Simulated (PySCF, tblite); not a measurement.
# C4HBrO3: vibronic structure

What do calculations give for the vibronic structure of C4HBrO3 (`O=C1C=C(Br)C(=O)O1`)?

Computed with tblite 0.8.0 and PySCF 2.14.0 and routines of our own; the level stands in each step. Atoms count from 0.

## (1) The starting structure

9 atoms, charge 0, multiplicity 1; geometry from: force field or distance geometry start.

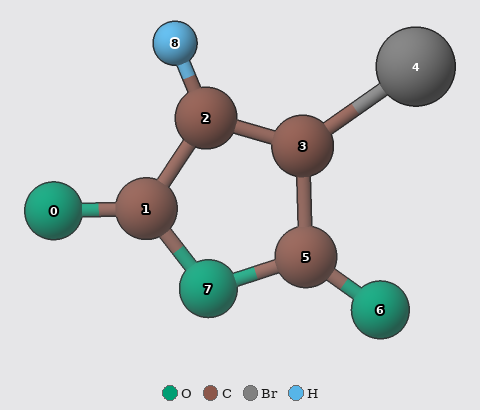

The starting geometry (oxygen teal, carbon brown, bromine grey, hydrogen blue).

## (2) Geometry optimisation with GFN2-xTB

Job settings and geometry (Å):

```
{"job": {"kind": "relax", "xc": "GFN2-xTB", "basis": "xTB"}, "charge": 0, "multiplicity": 1}
O      2.466100    -0.270300    -0.516600
C      1.264600    -0.285500    -0.268100
C      0.472900     0.878300     0.028900
C     -0.770200     0.463800     0.247100
Br    -2.248700     1.454100     0.678000
C     -0.782100    -1.001600     0.120500
O     -1.730300    -1.739400     0.259500
O      0.488100    -1.375800    -0.182500
H      0.853200     1.882300     0.035100
```

Run with:

```sh
OMP_NUM_THREADS=1 python excited_run.py task.json out
```

One launch serves the whole session: the jobs run in the order shown.

Standard output:

```text
step      E/eV     max force
  0    -689.07334    3.714
  1    -689.06570    4.486
  2    -689.21542    0.507
  3    -689.22642    0.413
  4    -689.24358    0.515
  5    -689.24619    0.412
  6    -689.24902    0.179
  7    -689.25142    0.122
  8    -689.25196    0.094
  9    -689.25225    0.058
 10    -689.25248    0.063
 11    -689.25280    0.077
 12    -689.25320    0.077
 13    -689.25344    0.041
 14    -689.25351    0.025
 15    -689.25354    0.021
 16    -689.25356    0.015
 17    -689.25358    0.014
 18    -689.25359    0.013
 19    -689.25360    0.015
 20    -689.25361    0.009
```

It took 0.11 s on 1 thread of Arm Neoverse V1, shared host.

Relaxation path: (the energy doesn't fall at every step)

```
step  energy from step 0 (eV)  largest force (eV/Å)
   0                   0.0000                3.7141
   1                   0.0076                4.4856
   2                  -0.1421                0.5069
   3                  -0.1531                0.4134
   4                  -0.1702                0.5154
   5                  -0.1728                0.4120
   6                  -0.1757                0.1791
   7                  -0.1781                0.1223
   8                  -0.1786                0.0938
   9                  -0.1789                0.0584
  10                  -0.1791                0.0626
  11                  -0.1795                0.0772
  12                  -0.1799                0.0773
  13                  -0.1801                0.0413
  14                  -0.1802                0.0249
  15                  -0.1802                0.0208
  16                  -0.1802                0.0153
  17                  -0.1802                0.0145
  18                  -0.1803                0.0128
  19                  -0.1803                0.0146
  20                  -0.1803                0.0094
```

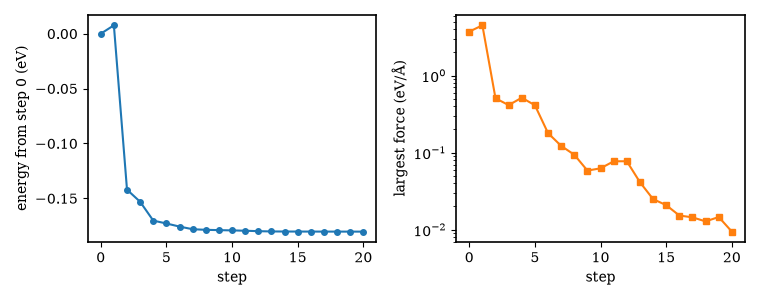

Energy and largest force along the relaxation.

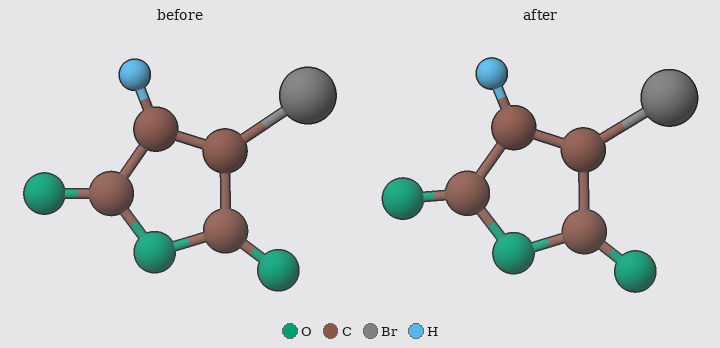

The geometry before (left) and after (right).

Close pairs (by a distance rule), those that changed most:

```
  bond  before (Å)  after (Å)  change (Å)
 C1–O7       1.341      1.387      +0.046
 C1–C2       1.439      1.480      +0.042
 O0–C1       1.227      1.187      -0.040
 C3–C5       1.471      1.505      +0.034
 C5–O6       1.209      1.186      -0.023
C3–Br4       1.831      1.848      +0.017
 C2–C3       1.328      1.337      +0.008
 C2–H8       1.074      1.073      -0.001
```

The end geometry stands in the next job.

## (3) Harmonic vibrations with GFN2-xTB

Job settings and geometry (Å):

```
{"job": {"kind": "ir", "xc": "GFN2-xTB", "basis": "xTB"}, "charge": 0, "multiplicity": 1}
O      2.459648    -0.349281    -0.525337
C      1.304378    -0.269908    -0.265639
C      0.475939     0.921117     0.027174
C     -0.769038     0.493875     0.259731
Br    -2.308600     1.424479     0.683949
C     -0.791784    -1.004807     0.123890
O     -1.707772    -1.746914     0.254085
O      0.476110    -1.379556    -0.188483
H      0.874681     1.916989     0.032689
```

Standard output:

```text
mode    cm-1     km/mol
  1     129.4     11.89
  2     151.3      1.01
  3     151.8      2.66
  4     292.3      7.97
  5     330.5      3.73
  6     423.0     15.50
  7     581.1      4.85
  8     624.8      1.41
  9     663.1     19.44
 10     717.9      1.53
 11     727.0     10.97
 12     836.2     54.30
 13     907.9    123.14
 14     948.2     24.79
 15     987.3     12.14
 16    1152.8    267.79
 17    1162.0    136.85
 18    1595.2    164.02
 19    1818.7    784.34
 20    1841.3     90.56
 21    3167.8     10.80
```

Wall time 0.24 s (1 thread of Arm Neoverse V1, shared host).

The strongest bands and the atoms that carry them (share of the mass-weighted mode):

```
cm⁻¹  km/mol                               atoms
 836    54.3                    H8 65 %, C2 21 %
 908   123.1                    O7 63 %, C1 10 %
 948    24.8  C2 29 %, O7 24 %, C1 15 %, C5 12 %
1153   267.8  C2 28 %, H8 21 %, C1 19 %, O7 13 %
1162   136.8  C5 27 %, H8 27 %, C3 18 %, C1 13 %
1595   164.0                    C3 51 %, C2 45 %
1819   784.3  C1 37 %, C5 24 %, O0 23 %, O6 16 %
1841    90.6  C5 37 %, C1 25 %, O6 22 %, O0 14 %
```

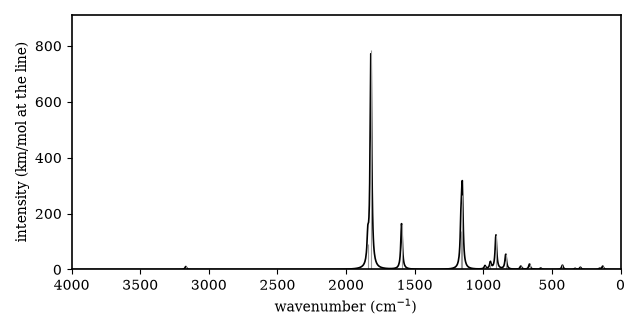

The infrared spectrum from these modes, unscaled. Lines are broadened to a width of 14 cm⁻¹ (Lorentzian).

## (4) Vibronic structure: TDDFT CAM-B3LYP/6-31G*

The job, as its differences from that of step 3:

```diff
@@ -1,2 +1,2 @@
-{"job": {"kind": "ir", "xc": "GFN2-xTB", "basis": "xTB"}, "charge": 0, "multiplicity": 1}
+{"job": {"kind": "vib", "xc": "CAM-B3LYP", "basis": "6-31G*", "tda": false}, "charge": 0, "multiplicity": 1}
 O      2.459648    -0.349281    -0.525337
```

Method: TDDFT CAM-B3LYP/6-31G* vertical-gradient vibronic structure (displaced harmonic oscillators, Condon), gas phase.

Standard output:

```text
final grid: 46064 points
cycle   1  E = -2952.1460110438  dE =  1.084e+00  |g| = 1.303e+00  |ddm| = 3.660e+00
cycle   2  E = -2951.4406025162  dE =  7.054e-01  |g| = 2.376e+00  |ddm| = 3.071e+00
cycle   3  E = -2952.4884782523  dE = -1.048e+00  |g| = 2.110e-01  |ddm| = 2.143e+00
cycle   4  E = -2952.4941570952  dE = -5.679e-03  |g| = 1.225e-01  |ddm| = 2.148e-01
cycle   5  E = -2952.4968242827  dE = -2.667e-03  |g| = 1.913e-02  |ddm| = 9.007e-02
cycle   6  E = -2952.4969072083  dE = -8.293e-05  |g| = 7.298e-03  |ddm| = 2.692e-02
cycle   7  E = -2952.4969212668  dE = -1.406e-05  |g| = 2.251e-03  |ddm| = 1.066e-02
cycle   8  E = -2952.4969227193  dE = -1.452e-06  |g| = 9.715e-04  |ddm| = 4.049e-03
cycle   9  E = -2952.4969230127  dE = -2.934e-07  |g| = 2.971e-04  |ddm| = 1.497e-03
cycle  10  E = -2952.4969230401  dE = -2.739e-08  |g| = 6.584e-05  |ddm| = 4.598e-04
cycle  11  E = -2952.4969230421  dE = -1.955e-09  |g| = 2.811e-05  |ddm| = 1.367e-04
cycle  12  E = -2952.4969230423  dE = -2.960e-10  |g| = 9.601e-06  |ddm| = 4.994e-05
converged SCF energy = -2952.4969230423

Singlet excitations (eV, f): 4.151 (0.0002)  4.689 (0.0000)  4.995 (0.1454)  5.535 (0.0000)  6.330 (0.2146)  6.562 (0.0008)

State S1  4.1513 eV  f = 0.00021  H-1->L 0.94
  relaxed dipole 1.687 D, largest gradient of the excitation energy 0.0899 Eh/bohr
  mode    cm-1        S   lambda/meV  Raman
   20   1841.3    0.6837     156.1   1.000
   17   1162.0    0.6641      95.7   0.387
   18   1595.2    0.2513      49.7   0.276
    6    423.0    0.5727      30.0   0.044
   16   1152.8    0.2062      29.5   0.118
   14    948.2    0.1164      13.7   0.045
   11    727.0    0.1289      11.6   0.029
   15    987.3    0.0844      10.3   0.035
   13    907.9    0.0341       3.8   0.012
   19   1818.7    0.0135       3.1   0.019
    8    624.8    0.0375       2.9   0.006
    4    292.3    0.0757       2.7   0.003
  reorganisation energy 0.4105 eV, total S 2.925, 0-0 3.7408 eV
  absorption maximum 4.111 eV, width 0.682 eV

State S3  4.9947 eV  f = 0.14538  H->L 0.90
  relaxed dipole 6.744 D, largest gradient of the excitation energy 0.0812 Eh/bohr
  mode    cm-1        S   lambda/meV  Raman
   18   1595.2    0.8935     176.7   1.000
    8    624.8    1.0395      80.5   0.178
    7    581.1    0.7519      54.2   0.112
   17   1162.0    0.3122      45.0   0.185
    4    292.3    0.7272      26.4   0.027
   20   1841.3    0.0786      18.0   0.117
   15    987.3    0.1256      15.4   0.054
   14    948.2    0.1129      13.3   0.045
   13    907.9    0.0853       9.6   0.031
    3    151.8    0.3709       7.0   0.004
   11    727.0    0.0737       6.6   0.017
    6    423.0    0.0907       4.8   0.007
  reorganisation energy 0.4588 eV, total S 4.671, 0-0 4.5359 eV
  absorption maximum 4.924 eV, width 0.596 eV

State S5  6.3298 eV  f = 0.21464  H-4->L 0.77, H-5->L 0.13
  relaxed dipole 0.739 D, largest gradient of the excitation energy 0.1062 Eh/bohr
  mode    cm-1        S   lambda/meV  Raman
   17   1162.0    2.4078     346.9   1.000
   16   1152.8    1.1709     167.4   0.479
   18   1595.2    0.4222      83.5   0.330
   20   1841.3    0.3645      83.2   0.380
    6    423.0    1.0666      55.9   0.059
    8    624.8    0.6724      52.1   0.081
    7    581.1    0.4148      29.9   0.043
   14    948.2    0.1195      14.0   0.033
   15    987.3    0.0939      11.5   0.028
    3    151.8    0.5249       9.9   0.004
    4    292.3    0.1461       5.3   0.004
   11    727.0    0.0496       4.5   0.008
  reorganisation energy 0.8678 eV, total S 7.472, 0-0 5.4620 eV
  absorption maximum 6.250 eV, width 0.838 eV

State T1  3.2558 eV  f = 0.00000  H->L 0.84, H-5->L 0.09
  relaxed dipole 4.842 D, largest gradient of the excitation energy 0.1428 Eh/bohr
  mode    cm-1        S   lambda/meV  Raman
   18   1595.2    2.7790     549.6   1.000
    8    624.8    0.5272      40.8   0.029
   17   1162.0    0.2677      38.6   0.051
   14    948.2    0.1704      20.0   0.022
    7    581.1    0.2573      18.5   0.012
    4    292.3    0.3787      13.7   0.005
   20   1841.3    0.0412       9.4   0.020
   11    727.0    0.0861       7.8   0.006
    6    423.0    0.1442       7.6   0.004
    3    151.8    0.3657       6.9   0.001
   13    907.9    0.0540       6.1   0.006
   16   1152.8    0.0237       3.4   0.004
  reorganisation energy 0.7275 eV, total S 5.122, 0-0 2.5283 eV
  absorption maximum 3.132 eV, width 0.772 eV
```

It took 45 s on 1 thread of Arm Neoverse V1, shared host; peak memory 0.84 GiB.

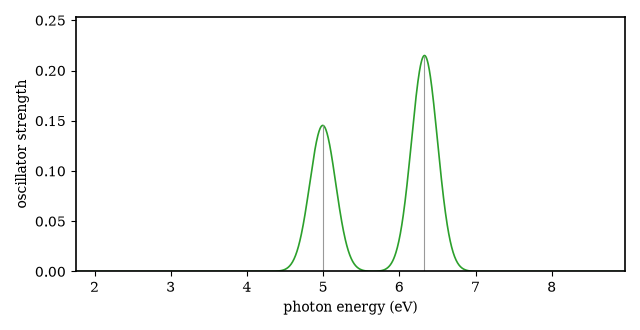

Absorption lines of the singlets. Lines are broadened to a width of 0.40 eV (Gaussian).

The fields below are evaluated on a grid from the run's orbitals.

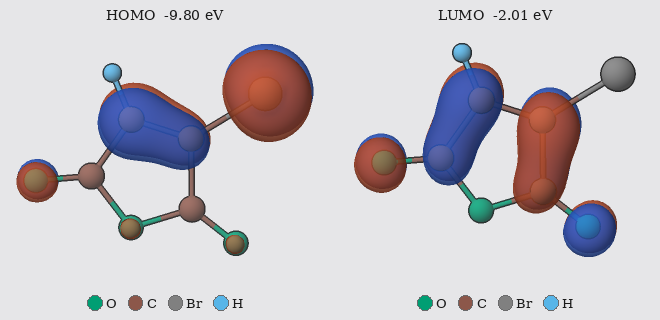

Frontier orbitals at CAM-B3LYP/6-31G*; each surface holds 70 % of the orbital's density, blue and red mark the sign.

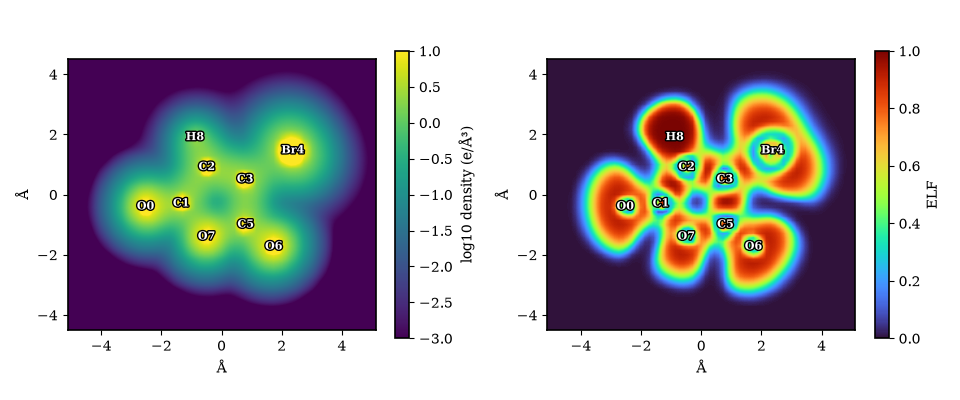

Density (left) and ELF (right) in a plane through or near 9 of the atoms.

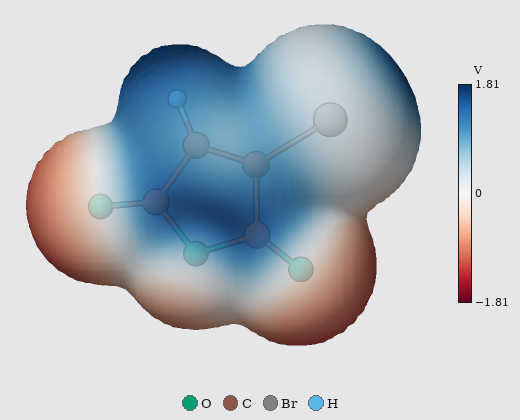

The potential that a unit positive charge feels on the 0.002 e/bohr³ surface, from the 1st to the 99th percentile, from -1.20 V near O6 to 1.81 V near H8.

## (5) Vibronic structure: TDA HCTH407/3-21G

The job, as its differences from that of step 4:

```diff
@@ -1,2 +1,2 @@
-{"job": {"kind": "vib", "xc": "CAM-B3LYP", "basis": "6-31G*", "tda": false}, "charge": 0, "multiplicity": 1}
+{"job": {"kind": "vib", "xc": "HCTH407", "basis": "3-21G", "tda": true, "nbright": 1}, "charge": 0, "multiplicity": 1}
 O      2.459648    -0.349281    -0.525337
```

With the program's defaults for keys left out, this is: TDA HCTH407/3-21G vertical-gradient vibronic structure (displaced harmonic oscillators, Condon), gas phase.

Standard output:

```text
final grid: 46064 points
cycle   1  E = -2939.3273056822  dE = -9.289e-01  |g| = 1.289e+00  |ddm| = 4.142e+00
cycle   2  E = -2935.2077400357  dE =  4.120e+00  |g| = 4.162e+00  |ddm| = 5.380e+00
cycle   3  E = -2939.5646194248  dE = -4.357e+00  |g| = 6.431e-01  |ddm| = 4.866e+00
cycle   4  E = -2939.6546582808  dE = -9.004e-02  |g| = 2.579e-01  |ddm| = 1.035e+00
cycle   5  E = -2939.6595458772  dE = -4.888e-03  |g| = 1.934e-01  |ddm| = 4.010e-01
cycle   6  E = -2939.6671878050  dE = -7.642e-03  |g| = 4.825e-02  |ddm| = 2.439e-01
cycle   7  E = -2939.6676859815  dE = -4.982e-04  |g| = 2.276e-02  |ddm| = 7.540e-02
cycle   8  E = -2939.6677983626  dE = -1.124e-04  |g| = 5.582e-03  |ddm| = 2.555e-02
cycle   9  E = -2939.6678071400  dE = -8.777e-06  |g| = 1.554e-03  |ddm| = 1.052e-02
cycle  10  E = -2939.6678077387  dE = -5.986e-07  |g| = 5.154e-04  |ddm| = 3.027e-03
cycle  11  E = -2939.6678077896  dE = -5.099e-08  |g| = 2.750e-04  |ddm| = 8.835e-04
cycle  12  E = -2939.6678078095  dE = -1.985e-08  |g| = 6.398e-05  |ddm| = 3.958e-04
cycle  13  E = -2939.6678078104  dE = -9.422e-10  |g| = 3.121e-05  |ddm| = 1.071e-04
converged SCF energy = -2939.6678078104

Singlet excitations (eV, f): 3.234 (0.0007)  3.614 (0.0000)  4.217 (0.1043)  4.236 (0.0000)  5.429 (0.0931)  6.064 (0.0690)

State S1  3.2343 eV  f = 0.00068  H->L 1.00
  relaxed dipole 1.512 D, largest gradient of the excitation energy 0.0953 Eh/bohr
  mode    cm-1        S   lambda/meV  Raman
   20   1841.3    0.7078     161.6   1.000
   17   1162.0    0.7517     108.3   0.423
   18   1595.2    0.3732      73.8   0.396
    6    423.0    0.9074      47.6   0.068
   16   1152.8    0.2219      31.7   0.123
   14    948.2    0.1184      13.9   0.044
   15    987.3    0.1127      13.8   0.046
   11    727.0    0.1506      13.6   0.033
   13    907.9    0.0471       5.3   0.016
    4    292.3    0.1272       4.6   0.005
   19   1818.7    0.0130       2.9   0.018
    3    151.8    0.0949       1.8   0.001
  reorganisation energy 0.4797 eV, total S 3.632, 0-0 2.7546 eV
  absorption maximum 3.183 eV, width 0.654 eV

State S3  4.2170 eV  f = 0.10431  H-1->L 0.83, H-4->L 0.09
  relaxed dipole 6.710 D, largest gradient of the excitation energy 0.0649 Eh/bohr
  mode    cm-1        S   lambda/meV  Raman
   15    987.3    0.5621      68.8   1.000
    8    624.8    0.6389      49.5   0.455
   17   1162.0    0.2828      40.7   0.697
   13    907.9    0.3478      39.2   0.523
    7    581.1    0.5349      38.5   0.330
   20   1841.3    0.1117      25.5   0.691
    3    151.8    1.2049      22.7   0.051
    6    423.0    0.1942      10.2   0.063
   18   1595.2    0.0329       6.5   0.153
    4    292.3    0.1383       5.0   0.022
   16   1152.8    0.0286       4.1   0.069
  reorganisation energy 0.3131 eV, total S 4.095, 0-0 3.9039 eV
  absorption maximum 4.158 eV, width 0.440 eV

State T1  2.8578 eV  f = 0.00000  H->L 1.00
  relaxed dipole 1.440 D, largest gradient of the excitation energy 0.0937 Eh/bohr
  mode    cm-1        S   lambda/meV  Raman
   20   1841.3    0.7688     175.5   1.000
   17   1162.0    0.6126      88.3   0.317
   18   1595.2    0.3514      69.5   0.343
    6    423.0    0.8061      42.3   0.055
   16   1152.8    0.1976      28.2   0.101
   14    948.2    0.1636      19.2   0.056
   11    727.0    0.1585      14.3   0.032
   15    987.3    0.1061      13.0   0.040
   13    907.9    0.0411       4.6   0.013
    4    292.3    0.1254       4.5   0.004
   19   1818.7    0.0107       2.4   0.014
    3    151.8    0.1203       2.3   0.001
  reorganisation energy 0.4647 eV, total S 3.466, 0-0 2.3930 eV
  absorption maximum 2.821 eV, width 0.646 eV
```

Wall time 14 s (1 thread of Arm Neoverse V1, shared host); peak memory 0.71 GiB.

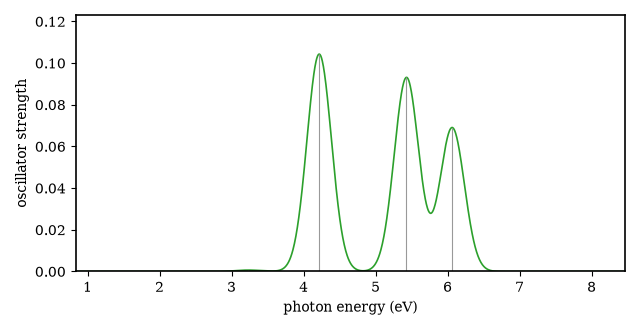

Absorption lines of the singlets. Lines are broadened to a width of 0.40 eV (Gaussian).

## (6) Results

```
                                                                                        quantity                     value
                                                       strongest single infrared mode (GFN2-xTB)     1819 cm⁻¹, 784 km/mol
                                                                    zero-point energy (GFN2-xTB)             27.5 kcal/mol
S1: vertical, reorganisation, 0-0, total S (step 4, TDDFT CAM-B3LYP/6-31G*, modes from GFN2-xTB)  4.15, 0.41, 3.74 eV; 2.9
S3: vertical, reorganisation, 0-0, total S (step 4, TDDFT CAM-B3LYP/6-31G*, modes from GFN2-xTB)  4.99, 0.46, 4.54 eV; 4.7
S5: vertical, reorganisation, 0-0, total S (step 4, TDDFT CAM-B3LYP/6-31G*, modes from GFN2-xTB)  6.33, 0.87, 5.46 eV; 7.5
                                                           surface potential, 1st and 99th percentile        -1.20 V and 1.81 V
     S1: vertical, reorganisation, 0-0, total S (step 5, TDA HCTH407/3-21G, modes from GFN2-xTB)  3.23, 0.48, 2.75 eV; 3.6
     S3: vertical, reorganisation, 0-0, total S (step 5, TDA HCTH407/3-21G, modes from GFN2-xTB)  4.22, 0.31, 3.90 eV; 4.1
     T1: vertical, reorganisation, 0-0, total S (step 5, TDA HCTH407/3-21G, modes from GFN2-xTB)  2.86, 0.46, 2.39 eV; 3.5
```

No mode is imaginary among the 21: a minimum at this level. The strongest single mode, at 1819 cm⁻¹, moves mainly C1, C5 and O0. GFN2-xTB is a fitted tight-binding method: band positions and strengths are rough. Its intensities can rank the bands wrongly. Steps that list no spin-orbit terms leave them out, which matters at and beside the heavy atoms. The vibronic model keeps the ground-state modes (from xTB) and shifts them along the gradient alone, so it can miss much of the relaxation that a full optimisation finds. At CAM-B3LYP/6-31G*, counted by nearest atom on the grid, the HOMO lies on Br4 51 %; C2 24 %, the LUMO on C2, C3 about 20 % each; O0, O6 about 13 % each. Some states lie very close; unless symmetry makes them partners, their order is unsure.
